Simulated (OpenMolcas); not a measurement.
## Run report: CrH4O4 (charge −2), single-point calculation (part 1 of 3)

System: CrH4O4, charge −2, multiplicity 3.
Method: NEVPT2/ANO-RCC-VDZ, DKH2 (OpenMolcas 26.06).

The geometry is that of the parent species in another charge or spin state. The geometry comes from this level: GFN2-xTB.

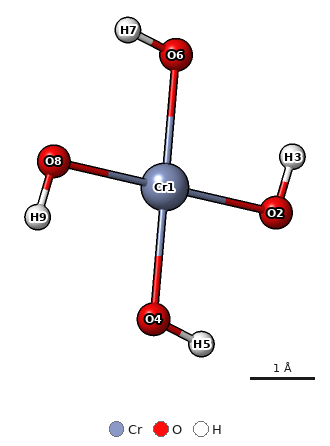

The input geometry (ball-and-stick view, seen at a tilt; atoms are numbered from 1 in the order of the input). Sticks mark near contacts. Bond lengths as drawn: Cr–O 2.12 Å and H–O 0.96 Å.

Key numbers

- outcome: converged
- total energy: −1352.305943 hartree
- basis functions: 71
- hardware: 1 thread of Arm Neoverse V2, 24 GiB of memory available, shared host
- wall time: 9.3 s
- peak memory: 0.16 GiB

Input
```
* CrH4O4 NEVPT2

&GATEWAY
 XBAS
 Cr.ANO-RCC-VDZ
 O.ANO-RCC-VDZ
 H.ANO-RCC-VDZ
 End of Basis
 ZMAT
 Cr1
 O2 1 2.123629
 H3 2 0.963661 1 102.97873
 O4 1 2.123542 2 89.99549 3 -179.8581
 H5 4 0.963775 1 102.96837 2 -0.23399
 O6 1 2.123654 2 89.97766 3 0.2738
 H7 6 0.963798 1 102.90452 2 179.86488
 O8 1 2.123768 4 90.01778 5 179.86394
 H9 8 0.96371 1 103.0475 4 0.1879
 End of ZMAT
 RICD

&SEWARD
 Relativistic=R02E00

&RASSCF
 FileOrb=$CurrDir/step2.RasOrb
 Spin=3
 Nactel=4 0 0
 Inactive=29
 Ras2=5
 OrbListing=NoCore
 OrbAppear=Compact

&CASPT2
 SC-NEVPT2
```

Launch command:
```bash
export MOLCAS_MEM=1860
pymolcas step8.inp > step8.log
```

Output
```
--- Start Module: gateway ---

                                              &GATEWAY

                       available to each process: 1.9 GB of memory, 1 thread

++    Symmetry information:
      ---------------------

                    Character Table for C1

                             E
                    a        1  x, y, xy, Rz, z, xz, Ry, yz, Rx, I
--

++    Basis set information:
      ----------------------

      Basis set label: CR.ANO-RCC...5S4P2D.

      Electronic valence basis set:
      ------------------
      Associated Effective Charge  24.000000 au
      Associated Actual Charge     24.000000 au
      Nuclear Model: Point charge

      Shell  nPrim  nBasis  Cartesian Spherical Contaminant
         s      21       5        X
         p      15       4        X
         d      10       2                 X

      Basis set label: O.ANO-RCC...3S2P.

      Electronic valence basis set:
      ------------------
      Associated Effective Charge   8.000000 au
      Associated Actual Charge      8.000000 au
      Nuclear Model: Point charge

      Shell  nPrim  nBasis  Cartesian Spherical Contaminant
         s      14       3        X
         p       9       2        X

      Basis set label: H.ANO-RCC...2S.

      Electronic valence basis set:
      ------------------
      Associated Effective Charge   1.000000 au
      Associated Actual Charge      1.000000 au
      Nuclear Model: Point charge

      Shell  nPrim  nBasis  Cartesian Spherical Contaminant
         s       8       2        X

      Basis set label: O.ANO-RCC...3S2P.

      Electronic valence basis set:
      ------------------
      Associated Effective Charge   8.000000 au
      Associated Actual Charge      8.000000 au
      Nuclear Model: Point charge

      Shell  nPrim  nBasis  Cartesian Spherical Contaminant
         s      14       3        X
         p       9       2        X

      Basis set label: H.ANO-RCC...2S.

      Electronic valence basis set:
      ------------------
      Associated Effective Charge   1.000000 au
      Associated Actual Charge      1.000000 au
      Nuclear Model: Point charge

      Shell  nPrim  nBasis  Cartesian Spherical Contaminant
         s       8       2        X

      Basis set label: O.ANO-RCC...3S2P.

      Electronic valence basis set:
      ------------------
      Associated Effective Charge   8.000000 au
      Associated Actual Charge      8.000000 au
      Nuclear Model: Point charge

      Shell  nPrim  nBasis  Cartesian Spherical Contaminant
         s      14       3        X
         p       9       2        X

      Basis set label: H.ANO-RCC...2S.

      Electronic valence basis set:
      ------------------
      Associated Effective Charge   1.000000 au
      Associated Actual Charge      1.000000 au
      Nuclear Model: Point charge

      Shell  nPrim  nBasis  Cartesian Spherical Contaminant
         s       8       2        X

      Basis set label: O.ANO-RCC...3S2P.

      Electronic valence basis set:
      ------------------
      Associated Effective Charge   8.000000 au
      Associated Actual Charge      8.000000 au
      Nuclear Model: Point charge

      Shell  nPrim  nBasis  Cartesian Spherical Contaminant
         s      14       3        X
         p       9       2        X

      Basis set label: H.ANO-RCC...2S.

      Electronic valence basis set:
      ------------------
      Associated Effective Charge   1.000000 au
      Associated Actual Charge      1.000000 au
      Nuclear Model: Point charge

      Shell  nPrim  nBasis  Cartesian Spherical Contaminant
         s       8       2        X
--

++    Molecular structure info:
      -------------------------

                    ************************************************
                    **** Cartesian Coordinates / bohr, angstrom ****
                    ************************************************

     Center  Label                x              y              z                     x              y              z
        1      CR1              0.000000       0.000000       0.000000              0.000000       0.000000       0.000000
        2      O2               0.000000       0.000000       4.013077              0.000000       0.000000       2.123629
        3      H3               1.774534       0.000000       4.422067              0.939043       0.000000       2.340057
        4      O4              -4.012900       0.009938       0.000316             -2.123535       0.005259       0.000167
        5      H5              -4.421495       0.003702       1.775151             -2.339754       0.001959       0.939369
        6      O6               4.013078      -0.019177       0.001565              2.123630      -0.010148       0.000828
        7      H7               4.420495      -0.025311      -1.773586              2.339225      -0.013394      -0.938541
        8      O8               0.000946       0.006857      -4.013334              0.000501       0.003629      -2.123765
        9      H9              -1.773059       0.017773      -4.424874             -0.938262       0.009405      -2.341543

                    ***************************************
                    *    InterNuclear Distances / bohr    *
                    ***************************************

               1 CR1           2 O2            3 H3            4 O4            5 H5            6 O6
    1 CR1      0.000000
    2 O2       4.013077        0.000000
    3 H3       4.764834        1.821055        0.000000
    4 O4       4.012913        5.675009        7.283294        0.000000
    5 H5       4.764534        4.955597        6.737725        1.821271        0.000000
    6 O6       4.013124        5.674275        4.955027        8.026032        8.619057        0.000000
    7 H7       4.763089        7.281956        6.737051        8.618011        9.527599        1.821314
    8 O8       4.013340        8.026414        8.619840        5.676298        7.284542        5.676028
    9 H9       4.766924        8.622243        9.531742        4.959764        6.742012        7.285198

               7 H7            8 O8            9 H9
    7 H7       0.000000
    8 O8       4.954787        0.000000
    9 H9       6.737306        1.821148        0.000000

                    *******************************************
                    *    InterNuclear Distances / angstrom    *
                    *******************************************

               1 CR1           2 O2            3 H3            4 O4            5 H5            6 O6
    1 CR1      0.000000
    2 O2       2.123629        0.000000
    3 H3       2.521442        0.963661        0.000000
    4 O4       2.123542        3.003085        3.854153        0.000000
    5 H5       2.521283        2.622389        3.565451        0.963775        0.000000
    6 O6       2.123654        3.002697        2.622087        4.247193        4.561009        0.000000
    7 H7       2.520518        3.853445        3.565094        4.560455        5.041788        0.963798
    8 O8       2.123768        4.247395        4.561423        3.003768        3.854814        3.003625
    9 H9       2.522548        4.562695        5.043980        2.624594        3.567719        3.855161

               7 H7            8 O8            9 H9
    7 H7       0.000000
    8 O8       2.621960        0.000000
    9 H9       3.565229        0.963710        0.000000
--

            Nuclear Potential Energy            305.51132790 au

--- Stop Module: gateway /rc=_RC_ALL_IS_WELL_ ---
--- Module gateway spent 1 second ---

--- Start Module: seward ---

                                              &SEWARD

                       available to each process: 1.9 GB of memory, 1 thread

               SEWARD will generate:
                  Multipole Moment integrals up to order  2
                  Kinetic Energy integrals
                  Nuclear Attraction integrals (point charge)
                  One-Electron Hamiltonian integrals
                  Velocity integrals
                  Relativistic Douglas-Kroll-Hess integrals:
                    - Parametrization         : EXP
                    - DKH order of Hamiltonian: 2
                    - DKH order of Properties : 0
                         - multipole moment operators
                         - electric potential operators
                         - contact operators
                  Orbital angular momentum around (  0.0002  -0.0003   0.0002 )
                  Velocity quadrupole around (  0.0002  -0.0003   0.0002 )
                  Atomic mean-field integrals
                  RI decomposed two-electron repulsion integrals stored Cholesky style
                   - acCD auxiliary basis
                   - CD Threshold:   1.00E-04

                   Integrals are discarded if absolute value <: 1.00E-14
                   Integral cutoff threshold is set to       <: 1.00E-16

            Nuclear Potential Energy            305.51132790 au

      Basis set specifications :
      Symmetry species         a
      Basis functions           71

--- Stop Module: seward /rc=_RC_ALL_IS_WELL_ ---
--- Module seward spent 1 second ---

--- Start Module: rasscf ---

                                              &RASSCF

                       available to each process: 1.9 GB of memory, 1 thread

      Header of the ONEINT file:
      --------------------------

      OrdInt status: non-squared

      Cartesian coordinates in angstrom:
      -----------------------------------------------------
      No.  Label        X            Y            Z
      -----------------------------------------------------
       1   CR1        0.00000000   0.00000000   0.00000000
       2   O2         0.00000000   0.00000000   2.12362900
       3   H3         0.93904284   0.00000000   2.34005697
       4   O4        -2.12353548   0.00525921   0.00016715
       5   H5        -2.33975415   0.00195913   0.93936939
       6   O6         2.12362959  -0.01014829   0.00082803
       7   H7         2.33922495  -0.01339410  -0.93854128
       8   O8         0.00050086   0.00362871  -2.12376484
       9   H9        -0.93826237   0.00940491  -2.34154267
      -----------------------------------------------------
      Nuclear repulsion energy =  305.51132790

++    Wave function specifications:
      -----------------------------

      Number of closed shell electrons          58
      Number of electrons in active shells       4
      Max number of holes in RAS1 space          0
      Max nr of electrons in RAS3 space          0
      Number of inactive orbitals               29
      Number of active orbitals                  5
      Number of secondary orbitals              37
      Spin quantum number                      1.0
      State symmetry                             1
--

++    Orbital specifications:
      -----------------------

      Symmetry species                           1
                                                 a
      Frozen orbitals                            0
      Inactive orbitals                         29
      Active orbitals                            5
      RAS1 orbitals                              0
      RAS2 orbitals                              5
      RAS3 orbitals                              0
      Secondary orbitals                        37
      Deleted orbitals                           0
      Number of basis functions                 71
--

++    CI expansion specifications:
      ----------------------------

      Number of CSFs                            45
      Number of determinants                    50
      Number of root(s) required                 1
      Root chosen for geometry opt.              1
      CI root used                               1

      highest root included in the CI            1
      max. size of the explicit Hamiltonian     45
--

++    Optimization specifications:
      ----------------------------

      RASSCF algorithm: LK RI/DF
      Maximum number of macro iterations       200
      Maximum number of SX iterations          100
      Threshold for RASSCF energy            1.000E-08
      Threshold for max MO rotation          1.000E-01
      Threshold for max BLB element          1.000E-04
      Level shift parameter                  5.000E-01
      Make Quasi-Newton update
--

      The MO-coefficients are taken from the file:
      step2.RasOrb
      Title: RASSCF average (pseudo-natural) orbitals

      Total molecular charge   -2.00

      ************************************************************************************************************************
      *                                            Wave function control section                                             *
      ************************************************************************************************************************

                                         RASSCF iterations: Energy and convergence statistics
                                         ----------------------------------------------------

          iter iter root      energy       change     param      element    value   shift minimum  type update hh:mm:ss
 Nr of preliminary CI iterations:   1
      Total energies have been shifted. Add                -1000.00 au
        1   1   20    1  -351.56115051    0.00E+00  -1.08E-02   10  59 1 -3.07E-02*  0.44   0.00    SX    NO    0:00:00
        2   1   16    1  -351.56343523   -2.28E-03* -8.08E-03   23  34 1  1.23E-02*  0.45   0.00    SX    NO    0:00:00
        3   1   15    1  -351.56404544   -6.10E-04* -3.88E-03   23  34 1  8.66E-03*  0.44   0.00    SX    NO    0:00:00
        4   1   14    1  -351.56427054   -2.25E-04* -3.51E-03   23  34 1  4.44E-03*  0.44   0.00    SX    NO    0:00:00
        5   1   14    1  -351.56435725   -8.67E-05* -4.32E-03   23  34 1  3.10E-03*  0.44   2.25    LS   YES    0:00:00
        6   1   13    1  -351.56440056   -4.33E-05* -1.79E-03   11  67 1  4.33E-03*  0.43   1.11    QN   YES    0:00:00
        7   1   12    1  -351.56442334   -2.28E-05* -1.01E-03   13  70 1  1.07E-03*  0.44   0.90    QN   YES    0:00:00
        8   1   12    1  -351.56442668   -3.34E-06* -1.29E-03   23  34 1 -3.74E-04*  0.44   2.28    LS   YES    0:00:00
        9   1   12    1  -351.56442789   -1.21E-06*  1.18E-03   12  71 1  9.67E-04*  0.43   0.85    QN   YES    0:00:00
       10   1   11    1  -351.56442944   -1.55E-06* -1.94E-03   12  71 1  2.81E-04*  0.43   1.69    QN   YES    0:00:00
       11   1   11    1  -351.56443045   -1.01E-06* -1.78E-03   12  71 1 -1.75E-04*  0.43   1.42    QN   YES    0:00:00
       12   1   11    1  -351.56443103   -5.74E-07* -2.48E-03   12  71 1 -2.67E-04*  0.43   1.85    QN   YES    0:00:00
       13   1   11    1  -351.56443162   -5.90E-07* -2.74E-03   13  70 1  1.98E-04*  0.43   1.77    QN   YES    0:00:00
       14   1   12    1  -351.56443221   -5.95E-07* -6.30E-03   32  61 1  1.67E-04*  0.43   2.08    QN   YES    0:00:00
       15   1   12    1  -351.56443360   -1.39E-06* -2.07E-02   32  60 1  3.10E-04*  0.44   1.74    QN   YES    0:00:00
       16   1   13    1  -351.56443925   -5.65E-06* -2.88E-01*  12  71 1  1.06E-03*  0.44   1.61    QN   YES    0:00:00
       17   1   18    1  -351.56399484    4.44E-04* -8.95E-03   31  40 1 -1.66E-02*  0.41   0.14    SX   YES    0:00:00
       18   1   18    1  -351.56499596   -1.00E-03*  2.47E-01*  31  40 1 -1.46E-02*  0.40   2.50    QN   YES    0:00:00
       19   1   18    1  -351.56767581   -2.68E-03*  3.00E-01*  31  40 1 -1.34E-02*  0.35   1.84    QN   YES    0:00:00
       20   1   28    1  -351.56945777   -1.78E-03* -5.59E-02   10  30 1  1.88E-02*  0.32   0.97    QN   YES    0:00:00
       21   1   17    1  -351.57114378   -1.69E-03* -2.56E-02   31  62 1 -1.50E-02*  0.32   1.28    QN   YES    0:00:00
       22   1   20    1  -351.57194425   -8.00E-04* -3.58E-02   31  62 1 -1.13E-02*  0.31   1.89    QN   YES    0:00:00
       23   1   17    1  -351.57265656   -7.12E-04*  1.73E-02   12  71 1 -7.57E-03*  0.31   1.47    QN   YES    0:00:00
       24   1   17    1  -351.57295079   -2.94E-04* -4.31E-02   31  59 1 -3.03E-03*  0.31   1.35    QN   YES    0:00:00
       25   1   17    1  -351.57309675   -1.46E-04*  1.02E-02   31  59 1 -3.29E-03*  0.31   1.29    QN   YES    0:00:00
       26   1   16    1  -351.57320293   -1.06E-04*  9.17E-03   12  71 1  2.70E-03*  0.31   1.40    QN   YES    0:00:00
       27   1   16    1  -351.57326748   -6.45E-05* -8.08E-03   12  71 1  2.00E-03*  0.31   1.75    QN   YES    0:00:00
       28   1   15    1  -351.57330534   -3.79E-05* -5.76E-03   11  67 1  1.11E-03*  0.32   1.46    QN   YES    0:00:00
       29   1   15    1  -351.57332067   -1.53E-05* -4.05E-03   31  63 1 -7.63E-04*  0.32   1.52    QN   YES    0:00:00
       30   1   14    1  -351.57332769   -7.02E-06*  2.13E-03   12  71 1 -6.40E-04*  0.32   1.35    QN   YES    0:00:00
       31   1   13    1  -351.57332970   -2.01E-06* -1.06E-03   11  67 1 -3.93E-04*  0.32   1.43    QN   YES    0:00:00
       32   1   13    1  -351.57333032   -6.23E-07* -4.76E-04   11  67 1 -1.21E-04*  0.32   1.41    QN   YES    0:00:00
       33   1   12    1  -351.57333053   -2.09E-07*  5.12E-04   12  71 1  5.89E-05   0.32   1.58    QN   YES    0:00:00
       34   1   11    1  -351.57333066   -1.22E-07*  4.96E-04   13  70 1 -1.17E-04*  0.32   1.66    QN   YES    0:00:00
       35   1   11    1  -351.57333074   -8.30E-08*  3.06E-04   13  70 1 -1.00E-04*  0.32   1.58    QN   YES    0:00:00
       36   1   10    1  -351.57333078   -4.24E-08*  1.10E-04   13  70 1 -4.58E-05   0.32   1.45    QN   YES    0:00:00
       37   1   10    1  -351.57333080   -1.61E-08* -7.27E-05   31  59 1  1.79E-05   0.32   1.53    QN   YES    0:00:00
       38   1   10    1  -351.57333081   -8.06E-09  -7.77E-05   31  63 1  1.45E-05   0.32   1.68    QN   YES    0:00:00
      Convergence after 38 iterations
       39   1   10    1  -351.57333081   -6.06E-09  -7.77E-05   10  62 1  1.17E-05   0.32   1.68    QN   YES    0:00:00

      ************************************************************************************************************************
                                                      Wave function printout:
                       occupation of active orbitals, and spin coupling of open shells (u,d: Spin up or down)
      ************************************************************************************************************************

      Note: transformation to natural orbitals
      has been made, which may change the order of the CSFs.
```
